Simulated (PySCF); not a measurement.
## Run report: AsS (charge −1), single-point calculation

- system: AsS, charge −1, multiplicity 3
- method: UHF/6-31g, mp2 (PySCF 2.14.0)

Some settings of this run were made unusual or wrong on purpose.

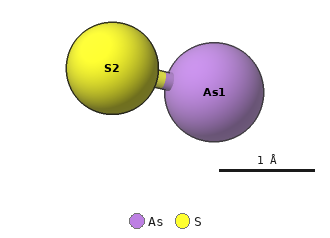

Fig. 1: The structure as given in the input (ball-and-stick view, seen at a tilt; atoms are numbered from 1 in the order of the input).

### The input
```python
from pyscf import gto, scf, mp

mol = gto.M(
    atom='As 0 0 0; S 0 0 2.26',
    basis='6-31g',
    charge=-1,
    spin=2,
    unit='bohr',
    symmetry=True,
    verbose=4,
)
mf = scf.UHF(mol)
mf = mf.density_fit(auxbasis='def2-universal-jkfit')
mf.kernel()
mp.MP2(mf, frozen=14).kernel()
mf.dip_moment()
print('orbital energies (hartree):', [e[max(0, n-3):n+3].round(4) for e, n in zip(mf.mo_energy, mol.nelec)])
```

Launched with:
```bash
OMP_NUM_THREADS=1 python input.py
```

### What the program printed
```
PySCF version 2.14.0

[INPUT] verbose = 4
[INPUT] num. atoms = 2
[INPUT] num. electrons = 50
[INPUT] charge = -1
[INPUT] spin (= nelec alpha-beta = 2S) = 2
[INPUT] symmetry True subgroup None
[INPUT] Mole.unit = bohr
[INPUT] Symbol           X                Y                Z      unit          X                Y                Z       unit  Magmom
[INPUT]  1 As     0.000000000000   0.000000000000   0.000000000000 AA    0.000000000000   0.000000000000   0.000000000000 Bohr   0.0
[INPUT]  2 S      0.000000000000   0.000000000000   1.195940496679 AA    0.000000000000   0.000000000000   2.260000000000 Bohr   0.0

nuclear repulsion = 233.628318584071
point group symmetry = Coov
symmetry origin: [0.         0.         0.73795918]
symmetry axis x: [1. 0. 0.]
symmetry axis y: [0. 1. 0.]
symmetry axis z: [0. 0. 1.]
num. orbitals of irrep A1 = 18
num. orbitals of irrep E1x = 9
num. orbitals of irrep E1y = 9
num. orbitals of irrep E2x = 2
num. orbitals of irrep E2y = 2
number of shells = 18
number of NR pGTOs = 136
number of NR cGTOs = 40
basis = 6-31g
ecp = {}

******** <class 'pyscf.df.df_jk.DFSymAdaptedUHF'> ********
method = DFSymAdaptedUHF
initial guess = minao
damping factor = 0
level_shift factor = 0
DIIS = <class 'pyscf.scf.diis.CDIIS'>
diis_start_cycle = 1
diis_space = 8
diis_damp = 0
SCF conv_tol = 1e-09
SCF conv_tol_grad = None
SCF max_cycles = 50
direct_scf = False
number electrons alpha = 26  beta = 24
Freeze 0 electrons in irreps []
    50 free electrons in irreps A1 E1x E1y E2x E2y
Set gradient conv threshold to 3.16228e-05
******** <class 'pyscf.df.df.DF'> ********
auxbasis = def2-universal-jkfit
init E= -2633.48869190678
alpha HOMO (E1x) = -0.012337585280807  LUMO (A1) = 0.148376720685087
beta  HOMO (A1) = -0.269720900825534  LUMO (E1x) = -0.012337585280807

WARN: HOMO -0.012337585280807 >= LUMO -0.012337585280807

WARN: alpha-E1x HOMO -0.012337585280807 > system LUMO -0.012337585280807

WARN: alpha-E1y HOMO -0.012337585280807 > system LUMO -0.012337585280807

WARN: beta-E1x LUMO -0.012337585280807 < system HOMO -0.012337585280807

WARN: beta-E1y LUMO -0.012337585280807 < system HOMO -0.012337585280807

cycle= 1 E= -2629.54654691483  delta_E= 3.94  |g|= 0.141  |ddm|= 2.93
alpha HOMO (E1x) = 0.0506018525791152  LUMO (A1) = 0.373429422829829
beta  HOMO (A1) = -0.0813813817625562  LUMO (E1x) = 0.359249879403255
  HOMO = 0.0506018525791  LUMO = 0.359249879403  gap/eV = 8.39874
cycle= 2 E= -2629.56547647095  delta_E= -0.0189  |g|= 0.0358  |ddm|= 0.93
alpha HOMO (E1x) = 0.0354172416241076  LUMO (A1) = 0.368867606832016
beta  HOMO (A1) = -0.103851821641456  LUMO (E1x) = 0.346339185082848
  HOMO = 0.0354172416241  LUMO = 0.346339185083  gap/eV = 8.46062
cycle= 3 E= -2629.56706467586  delta_E= -0.00159  |g|= 0.0139  |ddm|= 0.302
alpha HOMO (E1x) = 0.0350054083977569  LUMO (A1) = 0.368844270558165
beta  HOMO (A1) = -0.105046726243135  LUMO (E1x) = 0.346183127409899
  HOMO = 0.0350054083978  LUMO = 0.34618312741  gap/eV = 8.46758
cycle= 4 E= -2629.56723366645  delta_E= -0.000169  |g|= 0.00496  |ddm|= 0.0991
alpha HOMO (E1x) = 0.0344639388558297  LUMO (A1) = 0.368522207359423
beta  HOMO (A1) = -0.106500025831588  LUMO (E1x) = 0.345861476412927
  HOMO = 0.0344639388558  LUMO = 0.345861476413  gap/eV = 8.47356
cycle= 5 E= -2629.567274019  delta_E= -4.04e-05  |g|= 0.00154  |ddm|= 0.0566
alpha HOMO (E1x) = 0.0342060560507118  LUMO (A1) = 0.368273850803011
beta  HOMO (A1) = -0.107454605573829  LUMO (E1x) = 0.345720497395365
  HOMO = 0.0342060560507  LUMO = 0.345720497395  gap/eV = 8.47674
cycle= 6 E= -2629.56728190434  delta_E= -7.89e-06  |g|= 0.000535  |ddm|= 0.0268
alpha HOMO (E1x) = 0.0342757204226247  LUMO (A1) = 0.368235088179328
beta  HOMO (A1) = -0.107642170847973  LUMO (E1x) = 0.345813537224322
  HOMO = 0.0342757204226  LUMO = 0.345813537224  gap/eV = 8.47738
cycle= 7 E= -2629.56728292759  delta_E= -1.02e-06  |g|= 0.000131  |ddm|= 0.00944
alpha HOMO (E1x) = 0.0342490809078919  LUMO (A1) = 0.36820395727502
beta  HOMO (A1) = -0.107731249254964  LUMO (E1x) = 0.345788730224043
  HOMO = 0.0342490809079  LUMO = 0.345788730224  gap/eV = 8.47743
cycle= 8 E= -2629.56728296809  delta_E= -4.05e-08  |g|= 3.1e-05  |ddm|= 0.00158
alpha HOMO (E1x) = 0.0342532180829926  LUMO (A1) = 0.368201595434105
beta  HOMO (A1) = -0.10773252242706  LUMO (E1x) = 0.345790099645979
  HOMO = 0.034253218083  LUMO = 0.345790099646  gap/eV = 8.47735
cycle= 9 E= -2629.56728297003  delta_E= -1.94e-09  |g|= 1.02e-05  |ddm|= 0.000274
alpha HOMO (E1x) = 0.0342549279073787  LUMO (A1) = 0.368201309163476
beta  HOMO (A1) = -0.107730985812226  LUMO (E1x) = 0.345790739235942
  HOMO = 0.0342549279074  LUMO = 0.345790739236  gap/eV = 8.47732
cycle= 10 E= -2629.56728297026  delta_E= -2.27e-10  |g|= 2.88e-06  |ddm|= 0.000135
```

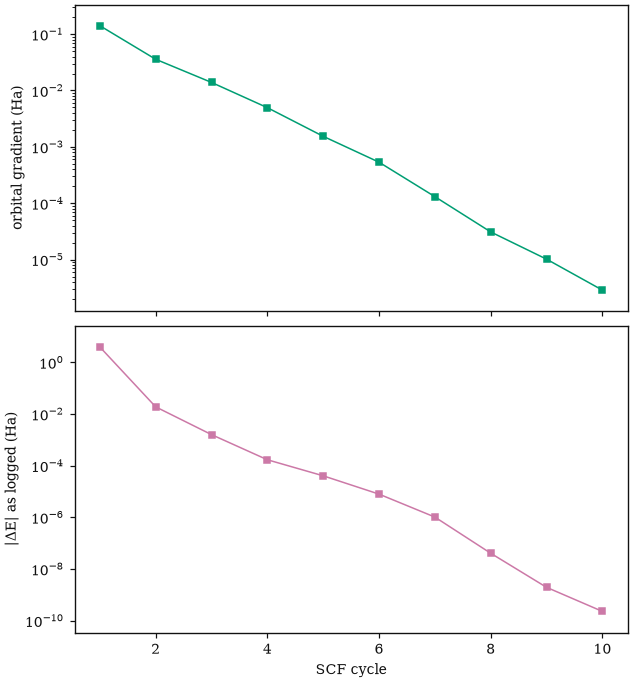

Fig. 2: Convergence of the self-consistent field: orbital gradient and size of the energy change against the SCF cycle. The residual falls at every step.

```
alpha HOMO (E1x) = 0.0342542282229656  LUMO (A1) = 0.368200871399333
beta  HOMO (A1) = -0.107731787538394  LUMO (E1x) = 0.34578993338005
  HOMO = 0.034254228223  LUMO = 0.34578993338  gap/eV = 8.47732
Extra cycle  E= -2629.56728297028  delta_E= -1.86e-11  |g|= 1.53e-06  |ddm|= 3.36e-05
converged SCF energy = -2629.56728297028  <S^2> = 2.0059186  2S+1 = 3.0039431

******** <class 'pyscf.mp.dfump2.DFUMP2'> ********
nocc = (np.int64(12), np.int64(10)), nmo = (26, 26)
frozen orbitals 14
E(DFUMP2) = -2629.78172722161  E_corr = -0.214444251338126
E(SCS-DFUMP2) = -2629.76133622501  E_corr = -0.194053254734904
E_corr(same-spin) = -0.0730152079279006
E_corr(oppo-spin) = -0.141429043410225

WARN: System has nonzero charge -1; the dipole moment is origin-dependent.
Location of origin: [0. 0. 0.]

Dipole moment(X, Y, Z, Debye):  0.00000,  0.00000,  0.06921
orbital energies (hartree): [array([-0.1573,  0.0343,  0.0343,  0.3682,  0.4989,  0.4989]), array([-0.3378, -0.3228, -0.1077,  0.3458,  0.3458,  0.3847])]
```

### What the run reported

- outcome: converged
- SCF energy: −2629.567283 hartree
- ⟨S²⟩: 2.006
- hardware: 1 CPU thread, shared host
- wall time: 1.9 s

### Diagnosis

Some settings of this run were drawn to be unusual or wrong. It converged; results that depend on the unusual settings are not reference values.
